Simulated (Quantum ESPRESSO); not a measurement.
# Run report: Co₂PtO₄, workfunction calculation (part 2 of 3)

The same run, continued: Co₂PtO₄ (slab, 7 atoms in the cell); Kohn-Sham DFT of a periodic cell, PBE, PseudoDojo 0.4.1 SR PBE standard, spin-polarised (Quantum ESPRESSO 7.5); cutoff 1306.15 eV, 11×11×1 k-mesh, fermi-dirac of 0.05 eV, collinear spins. The structure derives from a Materials Project entry.

Geometry of the input (Å; fractional positions):
```
2.8245  0.0000  0.0000
-1.4123  2.4461  0.0000
0.0000  0.0000  22.8788
O  0.0000  0.0000  0.3278
Co 0.3333  0.6667  0.3702
O  0.6667  0.3333  0.4126
Pt 0.6667  0.3333  0.5000
O  0.6667  0.3333  0.5874
Co 0.0000  0.0000  0.6298
O  0.3333  0.6667  0.6722
```

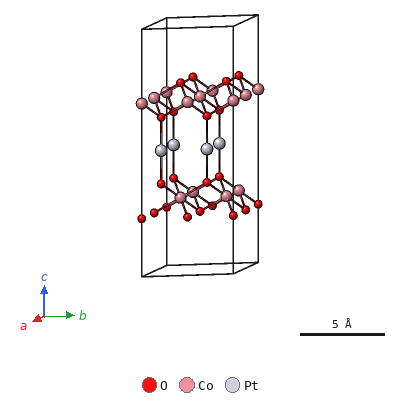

Figure 1. The structure (ball-and-stick view of the 2 × 2 repeat of the cell, with the vacuum cut short, seen slightly off an axis). An atom can appear more than once, as a periodic image.

**What the program printed, continued**
```
   -96.9270 -93.9157 -93.9157 -57.2328 -57.2328 -57.1658 -57.1658 -57.1537
   -57.1537 -51.3757 -50.8288 -50.7825 -18.7275 -18.4857 -16.4759 -16.3953
    -6.4395  -5.0579  -4.5932  -4.2965  -3.9919  -3.9881  -3.8594  -2.1664
    -1.8256  -1.6923  -1.5119  -1.3936  -1.2550  -0.6720  -0.6394  -0.0308
     0.1534   0.6229   0.6537   0.9387   1.1358   1.3729   1.4670   3.2805
     3.4601   3.6941   3.8045   5.6672   8.3687   9.3498   9.5028  10.3209
    11.3016  11.7140  12.5018  12.8883  14.0298

          k = 0.1363 0.3933 0.0000 ( 16950 PWs)   bands (ev):

   -96.9230 -93.9140 -93.9140 -57.2301 -57.2300 -57.1832 -57.1832 -57.1589
   -57.1589 -51.3672 -50.8960 -50.8036 -18.4520 -18.1959 -16.4006 -16.3440
    -6.3015  -5.1392  -4.5575  -4.3554  -3.9058  -3.7383  -3.4488  -2.8797
    -2.5991  -1.9285  -1.8344  -1.6704  -1.1669  -0.7985  -0.2404   0.1073
     0.2081   0.6579   0.7386   1.0094   1.1906   1.3519   1.4473   2.9073
     3.1797   3.5124   3.6597   5.8370   9.7101  10.1538  10.3134  11.1471
    12.1484  12.5931  13.4473  13.7643  14.8138

          k = 0.1363 0.5507 0.0000 ( 16893 PWs)   bands (ev):

   -96.9187 -93.9121 -93.9121 -57.2271 -57.2271 -57.2020 -57.2020 -57.1647
   -57.1647 -51.3579 -50.9684 -50.8267 -18.1459 -17.8702 -16.3019 -16.2731
    -6.1622  -5.3950  -4.9146  -4.5094  -3.8545  -3.6663  -3.2311  -3.1362
    -2.9800  -2.0913  -1.9229  -1.6446  -1.3441  -0.5897  -0.2929   0.0685
     0.5890   0.6486   0.9391   1.0727   1.2525   1.3228   1.3730   2.7302
     3.1326   3.4595   3.6671   5.8887  11.0362  11.3208  11.4302  12.3267
    13.0018  13.3017  13.9990  14.4260  14.7337

          k = 0.1363 0.7080 0.0000 ( 16951 PWs)   bands (ev):

   -96.9154 -93.9106 -93.9106 -57.2249 -57.2249 -57.2161 -57.2161 -57.1691
   -57.1691 -51.3508 -51.0232 -50.8443 -17.9120 -17.6191 -16.2063 -16.1988
    -6.1029  -5.7237  -5.4143  -4.4915  -3.8993  -3.7553  -3.4101  -3.0618
    -2.7530  -2.1663  -2.1331  -1.8840  -1.4119  -0.4761   0.0684   0.3175
     0.4956   0.6912   0.8327   0.8786   1.1510   1.2337   2.4239   2.9950
     3.2519   3.5210   3.7341   5.6936  10.6367  11.8076  12.7964  12.8241
    13.9001  14.2956  14.5248  14.9432  15.3594

          k = 0.1363 0.8653 0.0000 ( 16938 PWs)   bands (ev):

   -96.9141 -93.9101 -93.9101 -57.2246 -57.2246 -57.2209 -57.2209 -57.1707
   -57.1707 -51.3482 -51.0436 -50.8509 -17.8259 -17.5267 -16.1640 -16.1639
    -6.1763  -5.7782  -5.6315  -4.4097  -3.9203  -3.8255  -3.4824  -3.0491
    -2.6380  -2.2195  -2.2176  -1.8931  -1.4543  -0.5878   0.0985   0.3186
     0.3605   0.7593   0.8026   1.1295   1.1416   1.2978   2.5597   3.2641
     3.5460   3.7596   3.9913   5.2396   9.4606  11.9541  13.9635  14.1493
    14.3247  14.5278  14.7076  15.5721  15.5960

          k = 0.2725 0.4720 0.0000 ( 16936 PWs)   bands (ev):

   -96.9192 -93.9123 -93.9123 -57.2274 -57.2274 -57.1970 -57.1970 -57.1666
   -57.1666 -51.3591 -50.9494 -50.8342 -18.1862 -17.9138 -16.3136 -16.2807
    -6.1646  -5.2732  -4.7469  -4.4910  -3.8897  -3.6489  -3.1958  -3.1225
    -2.4869  -2.2640  -2.1389  -2.0213  -1.2262  -1.0929  -0.2369  -0.0376
     0.6774   0.7090   0.9298   1.1040   1.3305   1.3966   1.4592   2.8938
     3.1040   3.3849   3.3969   5.9529  11.0487  11.1289  11.3241  12.1517
    13.1418  13.4693  14.2488  14.6914  14.8516

          k = 0.2725 0.6293 0.0000 ( 16907 PWs)   bands (ev):

   -96.9157 -93.9108 -93.9108 -57.2250 -57.2250 -57.2087 -57.2087 -57.1748
   -57.1748 -51.3516 -50.9943 -50.8660 -17.9444 -17.6557 -16.2119 -16.1999
    -6.0206  -5.5099  -5.0786  -4.5498  -4.0357  -3.8129  -3.3458  -3.0349
    -2.5185  -2.2712  -2.1943  -1.7613  -1.5687  -0.8067  -0.3575  -0.1302
     0.4719   0.6232   0.8673   0.8856   1.3016   1.3817   2.5438   3.0307
     3.2280   3.2743   3.4561   6.0962  11.9262  12.3982  12.5021  12.5733
    13.5544  14.0258  14.4295  14.5604  15.0087

          k = 0.2725 0.7867 0.0000 ( 16929 PWs)   bands (ev):

   -96.9136 -93.9099 -93.9099 -57.2236 -57.2236 -57.2152 -57.2152 -57.1799
   -57.1799 -51.3472 -51.0198 -50.8861 -17.8047 -17.5071 -16.1365 -16.1352
    -5.9708  -5.6722  -5.3501  -4.4805  -4.1735  -4.0294  -3.3110  -2.8768
    -2.6133  -2.3182  -2.2626  -1.9553  -1.5064  -0.5207  -0.2604   0.0490
     0.3461   0.4046   0.7744   0.9140   1.2574   1.3409   2.6024   3.2505
     3.3012   3.4859   3.7827   6.5899   9.9010  12.9965  13.3171  14.0322
    14.0817  14.9981  15.0910  15.3424  15.6016

          k = 0.4088 0.7080 0.0000 ( 16962 PWs)   bands (ev):

   -96.9134 -93.9098 -93.9098 -57.2234 -57.2234 -57.2097 -57.2097 -57.1866
   -57.1866 -51.3468 -50.9987 -50.9114 -17.7987 -17.5024 -16.1247 -16.1223
    -5.8738  -5.5256  -5.1320  -4.4896  -4.4331  -4.1089  -3.4718  -3.0770
    -2.2322  -2.1963  -1.9269  -1.8953  -1.6832  -0.9205  -0.4765  -0.3071
     0.3355   0.3960   0.7733   0.9700   1.3286   1.4059   2.6258   3.2003
     3.2749   3.2908   3.6889   7.1033  10.7972  12.0367  13.9033  13.9038
    13.9851  14.7333  15.0898  15.4740  15.8299

          k = 0.4088 0.8653 0.0000 ( 16938 PWs)   bands (ev):

   -96.9126 -93.9094 -93.9094 -57.2228 -57.2228 -57.2078 -57.2078 -57.1933
   -57.1933 -51.3450 -50.9917 -50.9370 -17.7470 -17.4487 -16.0870 -16.0870
    -5.8159  -5.4582  -5.1598  -4.6553  -4.3905  -4.3136  -3.5103  -3.0957
    -2.2561  -2.1695  -1.8815  -1.7690  -1.7169  -0.8113  -0.5443  -0.3831
     0.2832   0.2927   0.7107   1.0717   1.3462   1.3772   2.5629   3.2209
     3.2482   3.2962   3.6967   8.5047   9.6263  11.1642  14.3431  14.9954
    15.3753  15.4085  15.5059  15.6703  16.0230

 ------ SPIN DOWN ----------

          k = 0.0000 0.0000 0.0000 ( 16929 PWs)   bands (ev):

   -96.9320 -93.5675 -93.5675 -56.8240 -56.8240 -56.8240 -56.8240 -56.7748
   -56.7748 -51.3865 -50.7658 -50.7658 -18.9280 -18.6933 -16.4427 -16.3431
    -6.5335  -5.1112  -4.9917  -3.9817  -3.9817  -3.8681  -3.8681  -1.6734
    -1.2914  -1.2914  -0.9557  -0.9472  -0.9472  -0.3647  -0.3647   0.4999
     0.4999   0.5044   0.5044   1.0809   1.0809   1.7807   1.9020   4.0345
     4.0345   4.2035   4.2035   5.4474   7.0508   8.7671   8.9051   9.6897
    10.6011  10.9665  11.6143  12.1589  13.4014

          k = 0.0000 0.1573 0.0000 ( 17019 PWs)   bands (ev):

   -96.9307 -93.5670 -93.5670 -56.8300 -56.8300 -56.8254 -56.8254 -56.7739
   -56.7739 -51.3838 -50.7888 -50.7715 -18.8428 -18.6047 -16.4205 -16.3281
    -6.4721  -4.9615  -4.8929  -4.0796  -3.9414  -3.9262  -3.8187  -1.5454
    -1.4568  -1.3934  -1.1202  -1.1031  -0.9342  -0.7237  -0.6647   0.3570
     0.4715   0.7000   0.7863   1.0421   1.2183   1.8076   1.9461   3.7895
     3.9743   3.9830   4.1437   5.5520   7.5483   8.9804   9.1309   9.9097
    10.8595  11.2552  11.9577  12.4335  13.6288

          k = 0.0000 0.3147 0.0000 ( 17009 PWs)   bands (ev):

   -96.9273 -93.5654 -93.5654 -56.8461 -56.8461 -56.8292 -56.8292 -56.7714
   -56.7714 -51.3764 -50.8503 -50.7868 -18.6095 -18.3609 -16.3577 -16.2853
    -6.3406  -4.9773  -4.4948  -4.1981  -3.8438  -3.8274  -3.6916  -2.3727
    -2.0602  -1.5606  -1.4590  -1.1719  -1.1013  -0.5045  -0.5004  -0.0739
     0.3927   0.8564   1.0242   1.1525   1.4485   1.8069   1.9671   3.2802
     3.5509   3.8508   4.0216   5.7571   8.7617   9.5988   9.7621  10.5463
    11.5466  12.0090  12.8134  13.1750  14.2869

          k = 0.0000 0.4720 0.0000 ( 16930 PWs)   bands (ev):

   -96.9227 -93.5634 -93.5634 -56.8672 -56.8672 -56.8342 -56.8342 -56.7682
   -56.7682 -51.3668 -50.9301 -50.8068 -18.2950 -18.0290 -16.2642 -16.2195
    -6.2033  -5.1770  -4.6149  -4.3382  -3.7505  -3.5493  -3.4480  -2.9241
    -2.8069  -1.7335  -1.5094  -1.4702  -1.0225  -0.5770  -0.1243   0.3100
     0.3236   0.9027   1.0091   1.3070   1.5130   1.6544   1.8451   2.9460
     3.3220   3.7831   3.9584   5.8865  10.1615  10.5913  10.7309  11.5597
    12.5420  12.9228  13.8267  14.1471  14.7129

          k = 0.0000 0.6293 0.0000 ( 16926 PWs)   bands (ev):

   -96.9186 -93.5616 -93.5616 -56.8865 -56.8865 -56.8388 -56.8388 -56.7652
   -56.7652 -51.3579 -51.0029 -50.8251 -18.0003 -17.7144 -16.1584 -16.1406
    -6.0987  -5.5641  -5.1591  -4.4562  -3.7161  -3.5626  -3.4651  -3.0844
    -2.7418  -1.8542  -1.7544  -1.6542  -1.2030  -0.2826   0.2954   0.6274
     0.8983   1.0989   1.1878   1.2572   1.3612   1.5027   1.6385   2.9185
     3.3988   3.8123   3.9952   5.7879  11.1815  11.6595  11.9703  12.0347
    12.9656  13.7669  14.1105  14.6976  15.0019

          k = 0.0000 0.7867 0.0000 ( 16946 PWs)   bands (ev):

   -96.9161 -93.5605 -93.5605 -56.8980 -56.8980 -56.8416 -56.8416 -56.7634
   -56.7634 -51.3527 -51.0458 -50.8360 -17.8254 -17.5264 -16.0806 -16.0786
    -6.1683  -5.7666  -5.5901  -4.3699  -3.7328  -3.7237  -3.4463  -3.1610
    -2.5952  -1.9930  -1.8718  -1.6631  -1.2969  -0.4929   0.3444   0.7827
     0.8332   1.1314   1.1533   1.4521   1.4979   1.8113   2.5450   3.3440
     3.5910   3.8610   4.0507   5.0771   9.7493  11.5443  13.3841  13.4781
    14.2535  14.5775  14.6516  15.0511  15.5828

          k = 0.1363 0.2360 0.0000 ( 17029 PWs)   bands (ev):

   -96.9284 -93.5659 -93.5659 -56.8407 -56.8407 -56.8284 -56.8284 -56.7722
   -56.7722 -51.3788 -50.8297 -50.7834 -18.6835 -18.4384 -16.3779 -16.2991
    -6.3773  -4.9544  -4.5638  -4.1692  -3.8909  -3.8827  -3.7423  -2.0659
    -1.6926  -1.6834  -1.4122  -1.1880  -1.1428  -0.6366  -0.4972   0.1025
     0.3266   0.9261   0.9485   1.1711   1.3333   1.8329   1.9665   3.4746
     3.6561   3.8776   3.9848   5.7100   8.4067   9.3957   9.5585  10.3378
    11.3310  11.7777  12.5596  12.9447  14.0763

          k = 0.1363 0.3933 0.0000 ( 16950 PWs)   bands (ev):

   -96.9244 -93.5641 -93.5641 -56.8584 -56.8584 -56.8337 -56.8337 -56.7693
   -56.7693 -51.3703 -50.8969 -50.8045 -18.4093 -18.1502 -16.2991 -16.2440
    -6.2458  -5.0602  -4.4824  -4.2517  -3.8090  -3.6275  -3.3909  -2.7472
    -2.5054  -1.8662  -1.7616  -1.5669  -0.9520  -0.6812  -0.0964   0.2077
     0.2323   0.9934   1.0690   1.3222   1.4602   1.7879   1.8839   3.1152
     3.3901   3.6962   3.8367   5.8820   9.7477  10.1995  10.3668  11.1625
    12.1741  12.6577  13.5023  13.8223  14.8616

          k = 0.1363 0.5507 0.0000 ( 16893 PWs)   bands (ev):

   -96.9200 -93.5622 -93.5622 -56.8775 -56.8775 -56.8396 -56.8396 -56.7662
   -56.7662 -51.3610 -50.9692 -50.8276 -18.1048 -17.8267 -16.1960 -16.1682
    -6.1125  -5.3340  -4.8428  -4.4373  -3.7702  -3.5755  -3.1844  -3.0215
    -2.8465  -1.9847  -1.8161  -1.4993  -1.2491  -0.5093  -0.1619   0.1636
     0.9733   1.0292   1.2920   1.3692   1.4827   1.5825   1.7299   2.9545
     3.3656   3.6451   3.8414   5.9337  11.0741  11.3668  11.4800  12.3400
    13.0396  13.3273  14.0446  14.4779  14.7922

          k = 0.1363 0.7080 0.0000 ( 16951 PWs)   bands (ev):

   -96.9167 -93.5607 -93.5607 -56.8921 -56.8921 -56.8441 -56.8441 -56.7638
   -56.7638 -51.3539 -51.0241 -50.8452 -17.8719 -17.5776 -16.0969 -16.0898
    -6.0538  -5.6766  -5.3458  -4.4285  -3.8199  -3.6841  -3.3745  -2.9867
    -2.6315  -2.0624  -1.9817  -1.7850  -1.2258  -0.3764   0.1432   0.5370
     0.9345   0.9991   1.2070   1.2434   1.4978   1.5803   2.4979   3.1780
     3.4902   3.7084   3.9088   5.7332  10.6517  11.8442  12.8430  12.8710
    13.9134  14.3497  14.5798  15.0080  15.3967

          k = 0.1363 0.8653 0.0000 ( 16938 PWs)   bands (ev):

   -96.9154 -93.5602 -93.5602 -56.8975 -56.8975 -56.8457 -56.8457 -56.7630
   -56.7630 -51.3513 -51.0444 -50.8517 -17.7862 -17.4858 -16.0534 -16.0533
    -6.1246  -5.7388  -5.5633  -4.3516  -3.8417  -3.7616  -3.4485  -2.9901
    -2.5436  -2.1085  -2.0479  -1.8008  -1.2658  -0.5011   0.1609   0.8350
     0.8431   1.1436   1.1658   1.2872   1.4796   1.5266   2.7047   3.5178
     3.7376   3.9334   4.1076   5.2534   9.4767  11.9916  14.0037  14.2109
    14.3837  14.5654  14.7586  15.6105  15.6389

          k = 0.2725 0.4720 0.0000 ( 16936 PWs)   bands (ev):

   -96.9205 -93.5625 -93.5625 -56.8724 -56.8724 -56.8416 -56.8416 -56.7666
   -56.7666 -51.3621 -50.9502 -50.8350 -18.1448 -17.8699 -16.2083 -16.1765
    -6.1145  -5.2079  -4.6751  -4.4147  -3.8108  -3.5582  -3.0720  -2.9703
    -2.4394  -2.2048  -2.0418  -1.9472  -1.1332  -0.8939  -0.0996   0.0477
     1.0593   1.0798   1.2951   1.4646   1.5582   1.6480   1.7663   3.0773
     3.3342   3.5788   3.5838   5.9970  11.0903  11.1743  11.3725  12.1646
    13.1649  13.5359  14.2969  14.7508  14.8755

          k = 0.2725 0.6293 0.0000 ( 16907 PWs)   bands (ev):

   -96.9170 -93.5609 -93.5609 -56.8843 -56.8843 -56.8498 -56.8498 -56.7641
   -56.7641 -51.3547 -50.9952 -50.8668 -17.9041 -17.6137 -16.1030 -16.0915
    -5.9756  -5.4554  -5.0109  -4.4816  -3.9737  -3.7390  -3.2455  -2.9063
    -2.4866  -2.1494  -2.0781  -1.6401  -1.4462  -0.7369  -0.2563  -0.0637
     0.9381   1.1120   1.2808   1.2939   1.6110   1.6834   2.6112   3.1914
     3.4456   3.4838   3.6469   6.1307  11.9431  12.4378  12.5474  12.6198
    13.5649  14.0501  14.4568  14.6354  15.0547

          k = 0.2725 0.7867 0.0000 ( 16929 PWs)   bands (ev):

   -96.9149 -93.5600 -93.5600 -56.8910 -56.8910 -56.8551 -56.8551 -56.7626
   -56.7626 -51.3503 -51.0206 -50.8869 -17.7648 -17.4660 -16.0257 -16.0244
    -5.9250  -5.6268  -5.2834  -4.4170  -4.1116  -3.9580  -3.2429  -2.7844
    -2.5908  -2.2277  -2.1437  -1.7747  -1.3218  -0.4464  -0.2122   0.0854
     0.8672   0.9755   1.1609   1.2687   1.5756   1.6512   2.7378   3.4829
     3.5173   3.6669   3.8955   6.6044   9.9152  13.0378  13.3350  14.0761
    14.1281  15.0596  15.1494  15.3637  15.6501

          k = 0.4088 0.7080 0.0000 ( 16962 PWs)   bands (ev):

   -96.9148 -93.5599 -93.5599 -56.8853 -56.8853 -56.8618 -56.8618 -56.7625
   -56.7625 -51.3499 -50.9996 -50.9123 -17.7587 -17.4611 -16.0138 -16.0115
    -5.8334  -5.4728  -5.0663  -4.4231  -4.3819  -4.0472  -3.3754  -2.9729
    -2.1398  -2.1307  -1.8877  -1.7233  -1.4966  -0.8850  -0.4097  -0.2600
     0.8762   1.0028   1.1460   1.3139   1.6430   1.7187   2.7586   3.4298
     3.4818   3.4860   3.8009   7.1188  10.8101  12.0497  13.9466  13.9478
    14.0296  14.7971  15.1178  15.5251  15.8617

          k = 0.4088 0.8653 0.0000 ( 16938 PWs)   bands (ev):

   -96.9139 -93.5595 -93.5595 -56.8834 -56.8834 -56.8686 -56.8686 -56.7619
   -56.7619 -51.3481 -50.9926 -50.9379 -17.7070 -17.4076 -15.9755 -15.9754
    -5.7768  -5.4063  -5.0951  -4.6038  -4.3307  -4.2506  -3.4185  -2.9986
    -2.2103  -2.0960  -1.7945  -1.6122  -1.5019  -0.7890  -0.4925  -0.3454
     0.8779   0.9086   1.0351   1.4043   1.6758   1.7011   2.6990   3.4463
     3.4593   3.5041   3.8047   8.5140   9.6408  11.1750  14.3937  15.0557
    15.4179  15.4707  15.5526  15.7229  16.0891

     the Fermi energy is     1.6916 ev

!    total energy              =   -1005.41879045 Ry
     estimated scf accuracy    <          1.7E-09 Ry
     smearing contrib. (-TS)   =      -0.00297939 Ry
     internal energy E=F+TS    =   -1005.41581106 Ry

     The total energy is F=E-TS. E is the sum of the following terms:
     one-electron contribution =   -7936.76392194 Ry
     hartree contribution      =    3980.68411106 Ry
     xc contribution           =    -192.67960755 Ry
     ewald contribution        =    3143.34360736 Ry

     total magnetization       =     0.91 Bohr mag/cell
     absolute magnetization    =     0.94 Bohr mag/cell

     convergence has been achieved in  15 iterations

     Forces acting on atoms (cartesian axes, Ry/au):

     atom    1 type  1   force =     0.00000000    0.00000000    0.04375023
     atom    2 type  2   force =     0.00000000    0.00000000   -0.06681870
     atom    3 type  1   force =     0.00000000    0.00000000    0.01334368
     atom    4 type  3   force =     0.00000000    0.00000000    0.00000000
     atom    5 type  1   force =     0.00000000   -0.00000000   -0.01334368
     atom    6 type  2   force =    -0.00000000    0.00000000    0.06681870
     atom    7 type  1   force =    -0.00000000   -0.00000000   -0.04375023

     Total force =     0.114515     Total SCF correction =     0.000052

=------------------------------------------------------------------------------=
   JOB DONE.
=------------------------------------------------------------------------------=
```

**File pp_density.out**
```
This program is part of the open-source Quantum ESPRESSO suite
     for quantum simulation of materials; please cite
         "P. Giannozzi et al., J. Phys.:Condens. Matter 21 395502 (2009);
         "P. Giannozzi et al., J. Phys.:Condens. Matter 29 465901 (2017);
         "P. Giannozzi et al., J. Chem. Phys. 152 154105 (2020);
          URL
     in publications or presentations arising from this work. More details at

     ./tmp/pwscf.save/

     IMPORTANT: XC functional enforced from input :
     Exchange-correlation= PBE
                           (   1   4   3   4   0   0   0)
     Any further DFT definition will be discarded
     Please, verify this is what you really want

     G-vector sticks info
     --------------------
     sticks:   dense  smooth     PW     G-vecs:    dense   smooth      PW
     Sum         745     745    211               135509   135509   21043

     Using Slab Decomposition

     Calling punch_plot, plot_num =   0
     Writing data to file  density.dat
     Reading data from file  density.dat

     Writing data to be plotted to file density.cube
     Plot Type: 3D                     Output format: Gaussian cube

=------------------------------------------------------------------------------=
   JOB DONE.
=------------------------------------------------------------------------------=
```

**File pp_potential.out**
```
This program is part of the open-source Quantum ESPRESSO suite
     for quantum simulation of materials; please cite
         "P. Giannozzi et al., J. Phys.:Condens. Matter 21 395502 (2009);
         "P. Giannozzi et al., J. Phys.:Condens. Matter 29 465901 (2017);
         "P. Giannozzi et al., J. Chem. Phys. 152 154105 (2020);
          URL
     in publications or presentations arising from this work. More details at

     ./tmp/pwscf.save/

     IMPORTANT: XC functional enforced from input :
     Exchange-correlation= PBE
                           (   1   4   3   4   0   0   0)
     Any further DFT definition will be discarded
     Please, verify this is what you really want

     G-vector sticks info
     --------------------
     sticks:   dense  smooth     PW     G-vecs:    dense   smooth      PW
     Sum         745     745    211               135509   135509   21043

     Using Slab Decomposition

     Calling punch_plot, plot_num =  11
     Writing data to file  potential.dat
     Reading data from file  potential.dat

     Writing data to be plotted to file potential.cube
     Plot Type: 3D                     Output format: Gaussian cube

=------------------------------------------------------------------------------=
   JOB DONE.
=------------------------------------------------------------------------------=
```
